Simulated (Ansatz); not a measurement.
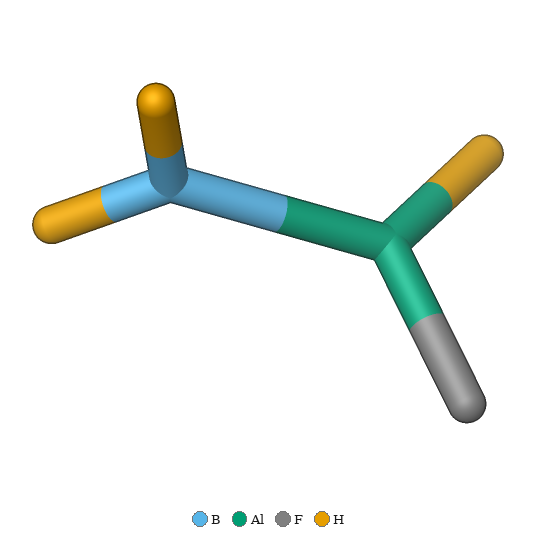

What is the molecular formula?

Answer. AlBFH₃, 6 atoms: 1 aluminium, 1 boron, 1 fluorine and 3 hydrogen.

How many sets of symmetry-equivalent atoms are there?

Answer. 5: 1 B, 1 Al, 1 F, 2 H, 1 H.

Give the symmetry (Schoenflies symbol).

Answer. Cs.

How many bonds of each kind are drawn?

Answer. 2 B–H, 1 Al–B, 1 Al–F, 1 Al–H. Sticks follow a distance rule.

More results for the same structure follow; atom numbers are the same in all pictures, views and colours differ. Computed geometry: PBE0-D4/def2-TZVP optimisation. No frequency run is at hand to confirm it as a minimum.

### Geometry

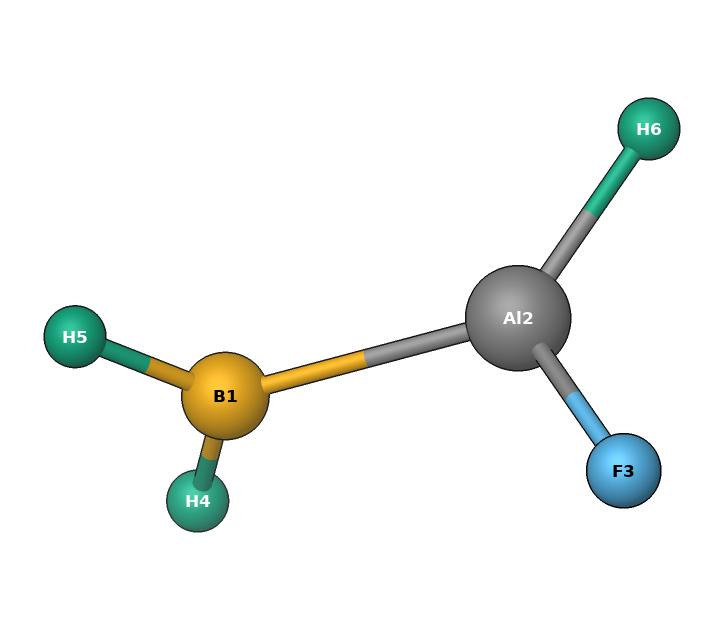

Atoms carry their numbers in the input. No frequency run is at hand to confirm it as a minimum.

Describe the coordination of atom 2.

Answer. Al2 has 3 neighbours (B1 at 2.12, F3 at 1.66, H6 at 1.59 Å); the arrangement is trigonal planar.

What is the geometry at B1?

Answer. B1 has 3 neighbours (Al2 at 2.12, H4 at 1.20, H5 at 1.20 Å); the arrangement is trigonal planar.

### Electronic properties

No frequency run is at hand to confirm it as a minimum. Properties computed with RKS PBE0-D4/def2-TZVPP (Ansatz 0.2.0).

Give the HOMO–LUMO gap at this level.

Answer. 5.13 eV.

What is the HOMO energy (Kohn–Sham orbital)?

Answer. −7.79 eV.

### Charges

The questions are on Mulliken charges. No frequency run is at hand to confirm it as a minimum. Properties computed with RKS PBE0-D4/def2-TZVP (Ansatz 0.2.0).

List the Mulliken charges.

```json
{"atom": "B1", "value (e)": "−0.15"}
{"atom": "Al2", "value (e)": "0.52"}
{"atom": "F3", "value (e)": "−0.35"}
{"atom": "H4", "value (e)": "0.04"}
{"atom": "H5", "value (e)": "0.04"}
{"atom": "H6", "value (e)": "−0.10"}
```

### Dipole moment

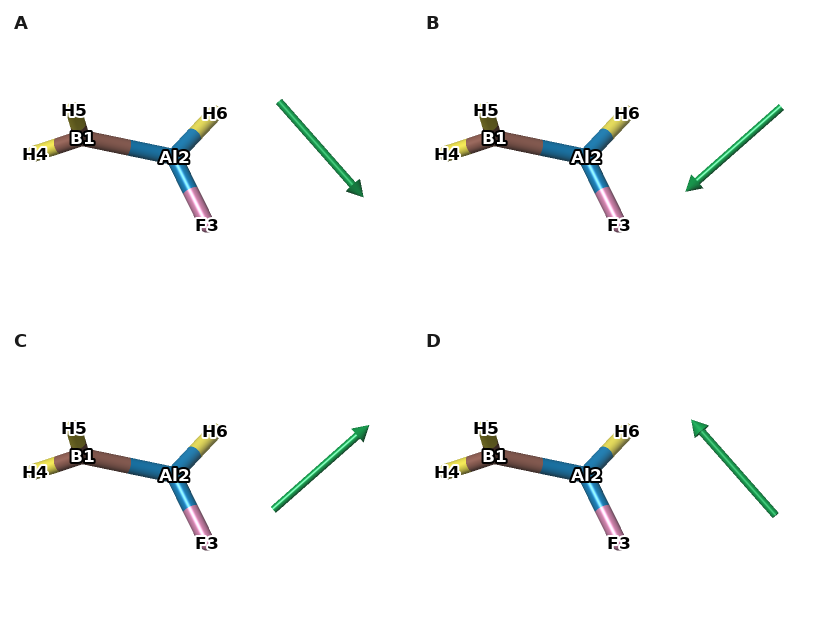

The same molecule four times, each with an arrow. No frequency run is at hand to confirm it as a minimum. Method: RKS PBE0-D4/def2-TZVP (Ansatz 0.2.0).

Which arrow points along the dipole moment, from the negative to the positive end?

Answer. D. The dipole moment is 1.65 D; it points from the side of F3 to the side of H4, H5 (the outermost atoms at the two ends).

Mulliken values depend strongly on the basis set and can even reverse the polarity of a bond.
